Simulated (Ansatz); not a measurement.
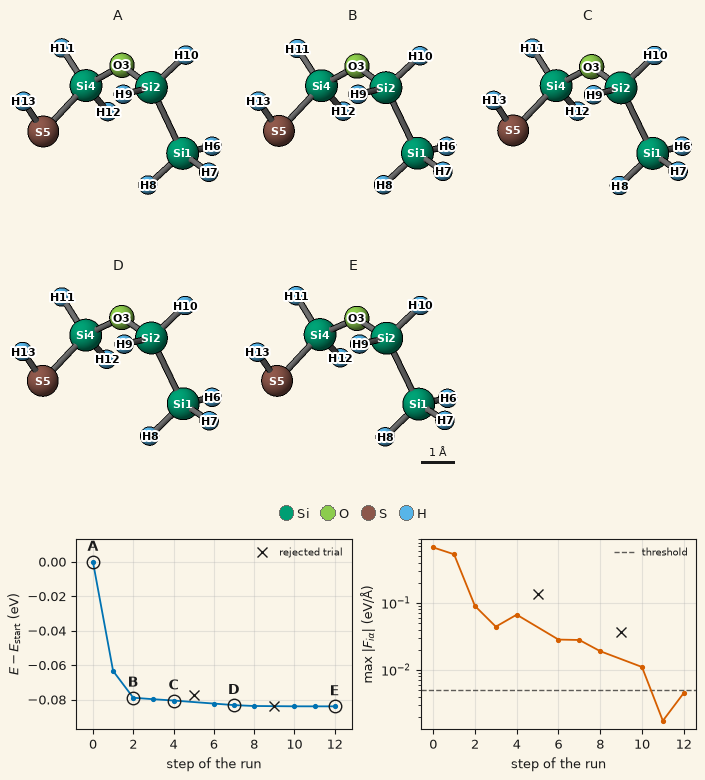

Frames of a relaxation of Si3H8SO, marked on the history of the run. Style: ball-and-stick. Shown from a free direction.

The start comes from PBE-D4/def2-SVP.

The calculation used RKS PBE0-D4/def2-TZVP (Ansatz 0.2.0).

Input file:
```yaml
crystal:
  periodic: [false, false, false]
  atoms:
    - {symbol: Si, position_ang: [-2.179628, -0.224340, 0.020321]}
    - {symbol: Si, position_ang: [-0.455308, 1.383612, 0.097419]}
    - {symbol: O, position_ang: [0.950083, 0.727651, 0.775090]}
    - {symbol: Si, position_ang: [1.764364, -0.716350, 0.547332]}
    - {symbol: S, position_ang: [1.822261, -1.286643, -1.534858]}
    - {symbol: H, position_ang: [-2.505874, -0.708439, 1.409389]}
    - {symbol: H, position_ang: [-3.419565, 0.384209, -0.582917]}
    - {symbol: H, position_ang: [-1.757712, -1.404691, -0.813672]}
    - {symbol: H, position_ang: [-0.167733, 1.907839, -1.286405]}
    - {symbol: H, position_ang: [-0.851095, 2.542712, 0.969064]}
    - {symbol: H, position_ang: [3.139666, -0.526032, 1.108502]}
    - {symbol: H, position_ang: [1.044930, -1.858857, 1.205958]}
    - {symbol: H, position_ang: [2.636113, -0.255370, -1.900323]}
basis:
  gaussian: {orbitals: def2-TZVP}
hamiltonian: {xc: pbe0, dispersion: d4}
relax: {f_tol: 0.005, max_steps: 150}
```

Run as
```bash
ansatz run in.yaml --threads 4 --pin off --events-out ev --progress --plain --max-ram 10444MiB
```

**What happens along the run?**

The largest moves after the best rigid fit, 0.15 Å, are those of H11 and H12. By element the largest moves are H 0.15 Å, S 0.10 Å, O 0.10 Å, Si 0.06 Å. Some distances before and after: Si2–O3 1.693 → 1.650 Å, O3–Si4 1.673 → 1.632 Å, Si4–S5 2.160 → 2.131 Å, S5–H13 1.364 → 1.344 Å. Bond angles that change, for instance: Si2–O3–Si4 133.2° → 139.2°. After 10 accepted moves (12 points after the start) the energy has fallen by 0.084 eV. The largest force component goes from 0.68 to 0.0045 eV/Å. The line search rejected the trial steps at points 5, 9 of the run. From step 0 to 2: H11 moves most (0.05 Å), energy −0.079 eV. From step 2 to 4: H8 moves most (0.04 Å), energy −0.002 eV. From step 4 to 7: H12 moves most (0.08 Å), energy −0.003 eV. From step 7 to 12: H12 moves most (0.07 Å), energy −0.001 eV.

| step | E − E(0), eV | largest force component, eV/Å | note |
| --- | --- | --- | --- |
| 0 | 0.0000 | 0.6772 |  |
| 1 | -0.0633 | 0.5346 |  |
| 2 | -0.0788 | 0.0904 |  |
| 3 | -0.0797 | 0.0443 |  |
| 4 | -0.0805 | 0.0669 |  |
| 5 | -0.0774 | 0.1367 | rejected |
| 6 | -0.0822 | 0.0284 |  |
| 7 | -0.0831 | 0.0280 |  |
| 8 | -0.0836 | 0.0190 |  |
| 9 | -0.0835 | 0.0367 | rejected |
| 10 | -0.0838 | 0.0111 |  |
| 11 | -0.0838 | 0.0017 |  |
| 12 | -0.0838 | 0.0045 |  |
